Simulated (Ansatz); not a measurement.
# Cu2Pd (built on the sites of a database entry of Li2Pt): from the cell to its phonons, part 2 of 2

Aim: the vibrations of Cu2Pd (built on the sites of a database entry of Li2Pt), their spectra, and whether the structure is stable.

Ansatz 0.2.0; DFT PBEsol, scalar-relativistic, plane waves, PAW.

So far. Step 4 (Tight relaxation): The forces vanish by symmetry and the pressure is -0.001 GPa, within the tolerances set. The cell now holds 12.59 Å³/atom. Step 5 (Zone-centre response): Before it was imposed, the acoustic sum rule was missed by 3.9e-5 eV/Å². Small misses are needed for a sound result but don't prove that mesh and cutoff are converged. The lowest optical mode is imaginary, 50.2i cm⁻¹, so the energy falls along it. The relaxed cell has a = 4.109, c = 2.583 Å (conventional setting).

The structure was built from a prototype and need not be the compound's stable phase.

## 6. Response at finite wavevector

Stability and thermal properties need the whole zone. Linear response on a 3×3×4 q mesh gives force constants as far as a supercell of that size would.

The input, input.yaml:

```yaml
crystal:
  lattice:
    - [4.1086750818, 0.0, 0.0]
    - [-2.0543375409, 3.5582169968, 0.0]
    - [0.0, 0.0, 2.5830741128]
  atoms:
    - { symbol: Cu, position: [0.3333333333, 0.6666666667, 0.5] }
    - { symbol: Cu, position: [0.6666666667, 0.3333333333, 0.5] }
    - { symbol: Pd, position: [0.0, 0.0, 0.0] }
kpoints:
  mp_grid: { grid: [12, 12, 16] }
hamiltonian:
  xc: pbesol
scf:
  occupations: { method: methfessel_paxton, width: 0.2 }
output:
  eigenvalues: true
phonons:
  method: dfpt
  qmesh: [3, 3, 4]
  temperatures: { t_max: 1000, t_step: 50 }
  qpath:
    path:
      - [[0.0, 0.0, 0.0], [0.5, 0.0, 0.0], [0.33333333, 0.33333333, 0.0], [0.0, 0.0, 0.0], [0.0, 0.0, 0.5], [0.5, 0.0, 0.5], [0.33333333, 0.33333333, 0.5], [0.0, 0.0, 0.5]]
      - [[0.5, 0.0, 0.5], [0.5, 0.0, 0.0]]
      - [[0.33333333, 0.33333333, 0.5], [0.33333333, 0.33333333, 0.0]]
    npoints: 10
```

Launch:

```bash
$ ansatz run input.yaml --threads 8 --pin off --max-ram 14336MiB --backend cpu --events-out ev --progress --plain --runs-dir out
```

Numbers of over 12 decimals in the logs are rounded to 6 here.

Output:

```text
Warning: phonons: the dynamical matrix that this run interpolates holds no multipole term above the dipole-dipole one, and a site of this crystal is no centre of inversion, so its interpolated transverse optical and acoustic branches and sound speeds can stay off near Gamma, and the density of states and the thermodynamics with them. What a run solves at a wave vector of phonons.qpoints, Gamma apart, where the deck admits one, is free of this, and under fd what a larger phonons.supercell samples
[...]
Crystal: 3 atoms, lattice volume = 37.763 Å³
Basis set: ecut = 420 eV, 717 PW (Γ), exchange–correlation on 60×60×36 points (8 copies of the dense FFT grid, shifted against one another)
Bands: 34, of which v1, the nominal top of the filled ones, is band 28 counted from 1 (27 counted from 0)
Symmetry: 24 space group operations
k-points: 171 of 2304
[...]
SCF iter   1: F=—  HF=-20084.312335 eV  |F-HF|=—  |Δ(HF+E_count)|=         —  Δρ=1.69e-2  dr2=5.85e-2  ethr=1.77e-3  ⟨swp⟩=5.1  Hψ=21897  notcnv=0
[...]
SCF iter   8: F=-20084.298200 eV  HF=-20084.298200 eV  |F-HF|=3.64e-12  |Δ(HF+E_count)|=  3.64e-12  S|Δr|=    0.00e0  Δρ=7.18e-8  dr2=8.70e-13  ethr=1.00e-12  ⟨swp⟩=7.8  Hψ=28167  notcnv=0
SCF 1 converged in 8 iterations: F = -20084.298200 eV  dr2 = 8.70e-13
[...]
SCF iter   4: F=-20084.298200 eV  HF=-20084.298200 eV  |F-HF|=3.64e-12  |Δ(HF+E_count)|=  7.28e-12  S|Δr|=    0.00e0  Δρ=1.42e-7  dr2=3.51e-12  ethr=1.00e-12  ⟨swp⟩=2.7  Hψ=11567  notcnv=0
SCF 2 converged in 4 iterations: F = -20084.298200 eV  dr2 = 3.51e-12
phonons: the bands overlap, so this run is a metal and interpolates without the dipole-dipole term. If the crystal is really an insulator or semiconductor, its LO-TO splitting is missing
NSCF: frozen V_eff on 171 k-points
WARN: eigensolver did not converge (k=58): 1 band(s) unlocked after 20 sweeps at ethr=1.54e-12 eV (storage-precision floor; scheduled 1.00e-12 eV) (lowest unlocked band 33, counted from 0; max residual 2.50e-6 eV among the unlocked bands, 2.50e-6 eV over every band; other slots of this pass that fall short are told together in one closing line; warning suppressed until the next SCF loop or pass starts)
WARN: eigensolver did not converge in 4 slots of this pass, the one above among them; of largest residual over every band (k=162): 1 band(s) unlocked (lowest unlocked band 33, counted from 0; max residual 4.15e-4 eV among the unlocked bands, 4.15e-4 eV over every band); of lowest unlocked band (k=58): band 33
[...]
DFPT response loops at q = (0, 0, 0) (fractional): preconditioner auto → Kerker (q_TF=auto, 2.913 Å⁻¹) (partly filled bands, converged f_vac=0.000); β = 1.00, the filter's whole step (`scf.mixing.beta` (0.50) is not read by the response loops under this deck's `scf.mixing.preconditioner`; to damp them name `kerker` or `kerker_dos`, under which they read `scf.mixing.beta`, and type it under 1.00, their step now; both keys bind the ground state too); Broyden in place of MSR1
[...]
SCF converged after 8 iterations
[...]
Free energy (F): -20084.298200 eV
[...]
Internal energy: -20084.300839 eV  (E = F + TS)
E sigma→0 (E₀):  -20084.298860 eV
Entropy (-TS):   0.002640 eV (0.880 meV/atom)
Fermi energy:    18.066231 eV
[...]
--- Band table (eV; the first three rows and the last of 171) ---
  k-point 0: bands = [... 24 lower, 16.0042, 16.0042, 17.4584, 17.4584, 23.9455, 23.9455, 24.1871, 24.6288, ... 2 higher]
  k-point 1: bands = [... 24 lower, 16.0031, 16.0031, 17.4253, 17.4253, 24.1100, 24.1100, 24.2203, 24.6651, ... 2 higher]
  k-point 2: bands = [... 24 lower, 16.1565, 16.1565, 17.3451, 17.3451, 24.3214, 24.5759, 24.5759, 24.7709, ... 2 higher]
  k-point 170: bands = [... 24 lower, 16.9779, 16.9779, 17.9196, 19.5382, 21.1671, 21.1671, 23.1208, 23.1208, ... 2 higher]
--- Phonons (Γ-DFPT): 4 representative perturbations + reference (Σ response iterations 15) ---
  ASR residual: 3.698e-5 → 0.000e0 eV/Å²; symmetrization residual: 1.693e-5 eV/Å²
  ASR residual per site (eV/Å²): 3.70e-5 3.70e-5 1.94e-5
  Γ frequencies (cm⁻¹): -50.19 0.00 0.00 0.00 127.16 172.46 172.46 256.53 256.53
--- Phonons (arbitrary-q DFPT): 9 irreducible q on the 3×3×4 mesh ---
  q = [0.0000, 0.0000, 0.0000] (star 1, of the zone-centre solve; hermiticity 3.65e-6, symmetrization 7.25e-12): -50.19 -0.00 -0.00 0.00 127.16 172.46 172.46 256.53 256.53
  q = [0.0000, 0.0000, 0.2500] (star 2, 4 solved perturbations in 1984 linear systems a pass and spin channel, the states on 688 of 2304 k-point pairs; hermiticity 1.05e-6, symmetrization 4.84e-12): 61.28 61.28 95.69 137.09 155.44 155.44 215.23 255.52 255.52
[...]
q = [0.0000, 0.3333, 0.0000] (star 6, 6 solved perturbations on 702 of 2304 k-point pairs; hermiticity 5.78e-6, symmetrization 7.78e-11): -30.40 54.13 79.54 108.19 130.30 144.66 161.24 244.89 265.95
[...]
sum rule: each row above includes the acoustic sum rule's correction from the zone centre's row sums; it moved no ω² by more than (0.40 cm⁻¹)²
  mesh force constants: q→R imaginary residual 1.18e-16; ASR residual 3.698e-5 → 0.000e0 eV/Å²; symmetrization residual 1.776e-14 eV/Å²
  interpolated dispersion: 93 rows × 9 modes
  density of states and harmonic sums: on the 18×18×24 q-mesh, interpolated from the force constants of a 3×3×4 supercell (no non-analytic term)
  largest difference from the sums on the solved wave vectors: F 5.28e-2 eV, S 6.92e-5 and C_V 1.66e-5 eV/K
  zero-point energy: 0.087931 eV/cell   skipped modes (ω ≤ 0): 57, of them read as no rigid motion or as one in doubt: 54 (8.668e-2 modes/cell left out, lowest -50.19 cm⁻¹)   left out of the sums: 9.67e-3 of the cell's modes: C_V's classical limit lies that fraction below 3 k_B per atom; for a crystal, a wire or a layer, F and S can be off by more, and a phonons.interpolated_qmesh denser along its periods is the remedy for the sampling
```

It took 6.2 min on 8 threads of Intel Xeon Platinum 8488C (Sapphire Rapids), shared host; peak memory 4.2 GiB; 45 min of CPU time.

Numbers from this step:

```yaml
sum_rule_residual_before_enforcement: 3.70e-5 eV/Å²
lowest_frequency_on_the_path: -50.19 cm⁻¹
highest_frequency_on_the_path_or_at_a_solved_wavevector: 290.3 cm⁻¹
lowest_mode_on_the_q_mesh_acoustic_modes_at_gamma_apart: -50.19 cm⁻¹
```

Frequencies (cm⁻¹) solved at each irreducible wavevector; negative means imaginary. Frequencies by wavevector, by row:

| q in reciprocal lattice units | star | mode 1 | mode 2 | mode 3 | mode 4 | mode 5 | mode 6 | mode 7 | mode 8 | mode 9 |
| --- | --- | --- | --- | --- | --- | --- | --- | --- | --- | --- |
| 0 0 0 | 1 | -50.2 | 0 | 0 | 0 | 127.2 | 172.5 | 172.5 | 256.5 | 256.5 |
| 0 0 0.25 | 2 | 61.3 | 61.3 | 95.7 | 137.1 | 155.4 | 155.4 | 215.2 | 255.5 | 255.5 |
| 0 0 -0.5 | 1 | 119.6 | 119.6 | 121 | 121 | 140.6 | 176.7 | 254.7 | 254.7 | 270.2 |
| 0 0.3333 0 | 6 | -30.4 | 54.1 | 79.5 | 108.2 | 130.3 | 144.7 | 161.2 | 244.9 | 265.9 |
| 0 0.3333 0.25 | 12 | 90 | 90.1 | 109 | 136 | 153.5 | 157.8 | 208.4 | 243.9 | 262.1 |
| 0 0.3333 -0.5 | 6 | 88.1 | 111.4 | 116.6 | 152.1 | 153.1 | 185.3 | 231.8 | 259.1 | 279.7 |
| 0.3333 0.3333 0 | 2 | 54.5 | 54.5 | 88.7 | 110.6 | 115.1 | 115.1 | 216.7 | 216.7 | 268.8 |
| 0.3333 0.3333 0.25 | 4 | 88.6 | 88.6 | 112.9 | 144.4 | 144.4 | 201.3 | 209 | 209 | 269.1 |
| 0.3333 0.3333 -0.5 | 2 | 97.7 | 97.7 | 114.6 | 174.8 | 174.8 | 202.1 | 202.1 | 241 | 290.3 |

Interpolated from a 3×3×4 q mesh. The phonon branches at the labelled points (cm⁻¹):

| point | branch 1 | branch 2 | branch 3 | branch 4 | branch 5 | branch 6 | branch 7 | branch 8 | branch 9 |
| --- | --- | --- | --- | --- | --- | --- | --- | --- | --- |
| Γ | -50 | 0 | 0 | 0 | 127 | 172 | 172 | 256 | 256 |
| M | -19 | 73 | 94 | 115 | 116 | 128 | 186 | 233 | 268 |
| K | 54 | 54 | 89 | 111 | 115 | 115 | 217 | 217 | 269 |
| Γ | -50 | 0 | 0 | 0 | 127 | 172 | 172 | 256 | 256 |
| A | 120 | 120 | 121 | 121 | 141 | 177 | 255 | 255 | 270 |
| L | 79 | 109 | 117 | 158 | 178 | 186 | 211 | 261 | 283 |
| H | 98 | 98 | 115 | 175 | 175 | 202 | 202 | 241 | 290 |
| A | 120 | 120 | 121 | 121 | 141 | 177 | 255 | 255 | 270 |
| jump to L | 79 | 109 | 117 | 158 | 178 | 186 | 211 | 261 | 283 |
| M | -19 | 73 | 94 | 115 | 116 | 128 | 186 | 233 | 268 |
| jump to H | 98 | 98 | 115 | 175 | 175 | 202 | 202 | 241 | 290 |
| K | 54 | 54 | 89 | 111 | 115 | 115 | 217 | 217 | 269 |

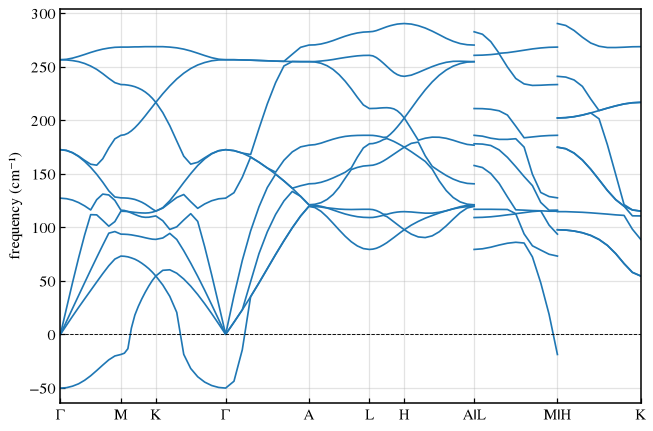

Phonon branches along the path.

The phonon density of states has structure finer than the step of the table below, so its rows give means over 20 cm⁻¹, whole bins alone (the curve runs from -52.5 to 292 cm⁻¹). Peaks (cm⁻¹: height): 87.5: 0.0704, 112.5: 0.0607, 137.5: 0.0576, 182.5: 0.0501, 267.5: 0.0753.

Tetrahedra on a 18×18×24 mesh, mean over bins of 5 cm-1. Interpolated from a 3×3×4 q mesh. Table of phonon density of states by wavenumber; means over each step:

| wavenumber (cm⁻¹) | phonon density of states (1/cm⁻¹/cell) |
| --- | --- |
| -40 | 0.00162 |
| -20 | 0.00175 |
| 0 | 0.00158 |
| 20 | 0.00318 |
| 40 | 0.00802 |
| 60 | 0.0169 |
| 80 | 0.0417 |
| 100 | 0.0516 |
| 120 | 0.0526 |
| 140 | 0.0541 |
| 160 | 0.0462 |
| 180 | 0.0356 |
| 200 | 0.0125 |
| 220 | 0.0182 |
| 240 | 0.0349 |
| 260 | 0.0530 |
| 280 | 0.0162 |

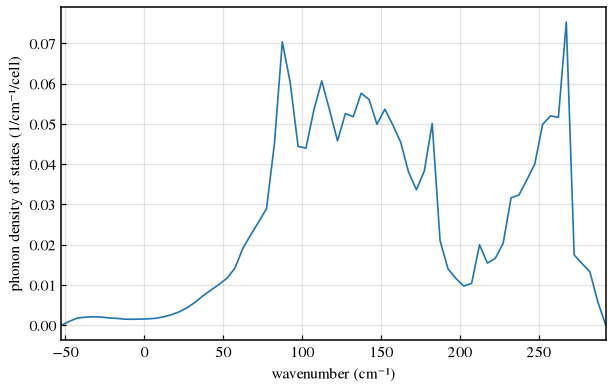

Phonon density of states against wavenumber.

The partial phonon density of states has structure finer than the step of the table below, so its rows give means over 20 cm⁻¹, whole bins alone (the curve runs from -60.2 to 309 cm⁻¹). Peaks (cm⁻¹: height): Cu 88.2: 0.0321, 113.7: 0.0401, 157.8: 0.0365, 181.0: 0.0368, 264.5: 0.0589; Pd 90.6: 0.0349, 130.0: 0.0280, 183.3: 0.0140, 278.4: 0.0104.

Phonopy on the run's constants, 15x15x21 mesh, Gaussian sigma 2.6 cm-1. Interpolated from a 3×3×4 q mesh. Partial phonon density of states against wavenumber; means over each step; values in 1/cm⁻¹/cell:

| wavenumber (cm⁻¹) | Cu | Pd |
| --- | --- | --- |
| -40 | 0.00189 | 7.0e-6 |
| -20 | 0.00182 | 4.1e-5 |
| 0 | 8.3e-4 | 5.5e-5 |
| 20 | 0.00292 | 4.9e-4 |
| 40 | 0.00638 | 0.00190 |
| 60 | 0.0124 | 0.00436 |
| 80 | 0.0245 | 0.0175 |
| 100 | 0.0256 | 0.0251 |
| 120 | 0.0294 | 0.0241 |
| 140 | 0.0319 | 0.0223 |
| 160 | 0.0328 | 0.0135 |
| 180 | 0.0261 | 0.00922 |
| 200 | 0.00748 | 0.00498 |
| 220 | 0.0130 | 0.00486 |
| 240 | 0.0281 | 0.00657 |
| 260 | 0.0479 | 0.00644 |
| 280 | 0.00683 | 0.00838 |

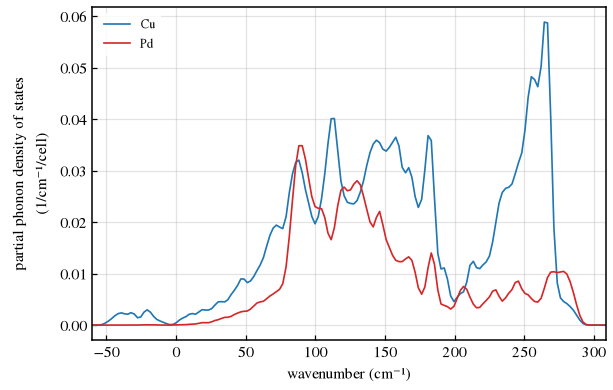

Partial phonon density of states, plotted against wavenumber.

Symmetry leaves 9 wavevectors to solve. The lowest mode among them, the acoustic zeros apart, lies at Γ and is imaginary, 50.2i cm⁻¹, so the energy falls along it.

## 7. Isotope substitution, element Cu, natural mass 63.546 amu

An isotope changes the mass and not the force constants, so no new electronic calculation is needed; the shifts show which modes move this element.

The same force constants with the mass of Cu changed from 63.546 to 64.928 u (phonopy, no LO-TO term). Both lists are sorted by frequency; levels can cross, so a row need not hold one and the same mode. Modes under 3 cm⁻¹ are left out. Isotope shifts, by row:

| q | rank | natural mass (cm⁻¹) | changed mass (cm⁻¹) |
| --- | --- | --- | --- |
| 0 0 0 | 1 | -50.19 | -49.65 |
| 0 0 0 | 5 | 127.2 | 126.5 |
| 0 0 0 | 6 | 172.5 | 171.6 |
| 0 0 0 | 7 | 172.5 | 171.6 |
| 0 0 0 | 8 | 256.5 | 253.8 |
| 0 0 0 | 9 | 256.5 | 253.8 |
| 0 0 0.25 | 1 | 61.28 | 60.94 |
| 0 0 0.25 | 2 | 61.28 | 60.94 |
| 0 0 0.25 | 3 | 95.69 | 94.66 |
| 0 0 0.25 | 4 | 137.1 | 135.7 |
| 0 0 0.25 | 5 | 155.4 | 154.7 |
| 0 0 0.25 | 6 | 155.4 | 154.7 |
| 0 0 0.25 | 7 | 215.2 | 215.1 |
| 0 0 0.25 | 8 | 255.5 | 252.8 |
| 0 0 0.25 | 9 | 255.5 | 252.8 |
| 0 0 -0.5 | 1 | 119.6 | 119.6 |
| 0 0 -0.5 | 2 | 119.6 | 119.6 |
| 0 0 -0.5 | 3 | 121 | 119.7 |
| 0 0 -0.5 | 4 | 121 | 119.7 |
| 0 0 -0.5 | 5 | 140.6 | 139.1 |
| 0 0 -0.5 | 6 | 176.7 | 174.8 |
| 0 0 -0.5 | 7 | 254.7 | 252 |
| 0 0 -0.5 | 8 | 254.7 | 252 |
| 0 0 -0.5 | 9 | 270.2 | 270.2 |
| 0 0.3333 0 | 1 | -30.4 | -30.09 |
| 0 0.3333 0 | 2 | 54.13 | 53.74 |
| 0 0.3333 0 | 3 | 79.54 | 79.07 |
| 0 0.3333 0 | 4 | 108.2 | 107.8 |
| 0 0.3333 0 | 5 | 130.3 | 130.2 |
| 0 0.3333 0 | 6 | 144.7 | 143.8 |
| 0 0.3333 0 | 7 | 161.2 | 159.5 |
| 0 0.3333 0 | 8 | 244.9 | 242.4 |
| 0 0.3333 0 | 9 | 265.9 | 263.3 |

A mode of this element alone would shift by -1.07 %. The highest zone-centre frequency without the field goes from 256.5 to 253.8 cm⁻¹ (-1.1 %).

## 8. Isotope substitution, element Pd, natural mass 106.42 amu

The same for Pd, from 106.42 to 109.91 u.

The same force constants with the mass of Pd changed from 106.420 to 109.905 u (phonopy, no LO-TO term). Both lists are sorted by frequency; levels can cross, so a row need not hold one and the same mode. Modes under 3 cm⁻¹ are left out. Isotope shifts, by row:

| q | rank | natural mass (cm⁻¹) | changed mass (cm⁻¹) |
| --- | --- | --- | --- |
| 0 0 0 | 1 | -50.19 | -50.19 |
| 0 0 0 | 5 | 127.2 | 126 |
| 0 0 0 | 6 | 172.5 | 171 |
| 0 0 0 | 7 | 172.5 | 171 |
| 0 0 0 | 8 | 256.5 | 256.5 |
| 0 0 0 | 9 | 256.5 | 256.5 |
| 0 0 0.25 | 1 | 61.28 | 60.8 |
| 0 0 0.25 | 2 | 61.28 | 60.8 |
| 0 0 0.25 | 3 | 95.69 | 95.69 |
| 0 0 0.25 | 4 | 137.1 | 137 |
| 0 0 0.25 | 5 | 155.4 | 154.2 |
| 0 0 0.25 | 6 | 155.4 | 154.2 |
| 0 0 0.25 | 7 | 215.2 | 212 |
| 0 0 0.25 | 8 | 255.5 | 255.5 |
| 0 0 0.25 | 9 | 255.5 | 255.5 |
| 0 0 -0.5 | 1 | 119.6 | 117.7 |
| 0 0 -0.5 | 2 | 119.6 | 117.7 |
| 0 0 -0.5 | 3 | 121 | 121 |
| 0 0 -0.5 | 4 | 121 | 121 |
| 0 0 -0.5 | 5 | 140.6 | 140.6 |
| 0 0 -0.5 | 6 | 176.7 | 176.7 |
| 0 0 -0.5 | 7 | 254.7 | 254.7 |
| 0 0 -0.5 | 8 | 254.7 | 254.7 |
| 0 0 -0.5 | 9 | 270.2 | 265.9 |
| 0 0.3333 0 | 1 | -30.4 | -30.38 |
| 0 0.3333 0 | 2 | 54.13 | 53.83 |
| 0 0.3333 0 | 3 | 79.54 | 78.94 |
| 0 0.3333 0 | 4 | 108.2 | 107.1 |
| 0 0.3333 0 | 5 | 130.3 | 128.3 |
| 0 0.3333 0 | 6 | 144.7 | 143.6 |
| 0 0.3333 0 | 7 | 161.2 | 161.2 |
| 0 0.3333 0 | 8 | 244.9 | 244.7 |
| 0 0.3333 0 | 9 | 265.9 | 265.7 |

A mode of this element alone would shift by -1.60 %. The highest zone-centre frequency without the field goes from 256.5 to 256.5 cm⁻¹ (+0.0 %).

## 9. Results

| Quantity | Value |
| --- | --- |
| space group after relaxation (within 0.01 Å) | P6/mmm |
| volume per atom | 12.6 Å³ |
| electronic character | no gap on this mesh |
| highest optical mode at the zone centre (no LO-TO term) | 257 cm⁻¹ |
| lowest optical zone-centre mode | -50.2 cm⁻¹ |
| lowest mode on the q mesh (acoustic modes at Γ apart) | -50.2 cm⁻¹ |
| highest frequency on the path or at a solved wavevector | 290 cm⁻¹ |
| imaginary modes on the 3×3×4 q mesh | yes |

In words: Modes are clearly imaginary (beyond 10i cm⁻¹) at 2 of the 9 irreducible wavevectors, most at Γ (50.2i cm⁻¹), so this structure is not a minimum of the energy. The optical modes at Γ span -50 to 257 cm⁻¹ (negative means imaginary). The highest mode in this list at Γ, 256.5 cm⁻¹, is mostly motion of Cu (100 % of the kinetic energy). With no gap, or one that is small against the smearing, the frequencies hang on the k mesh and the smearing, most of all near Kohn anomalies. A phonon run warned that its eigensolver left some bands unconverged in a pass. The starting cell was built on a prototype and not taken from a measurement, so the phase need not exist. These are harmonic frequencies at zero temperature: anharmonic shifts, linewidths and thermal expansion are left out.

[Logs are printed without paths, hosts, clocks, repeated set-up lines and the standing remarks that a program may print on its own settings, such as how far it seeks lower states.]

[Hosts, paths, dates, database ids (printed as entryN), source tags and the programs' standing remarks are cut or masked in the printed files.]
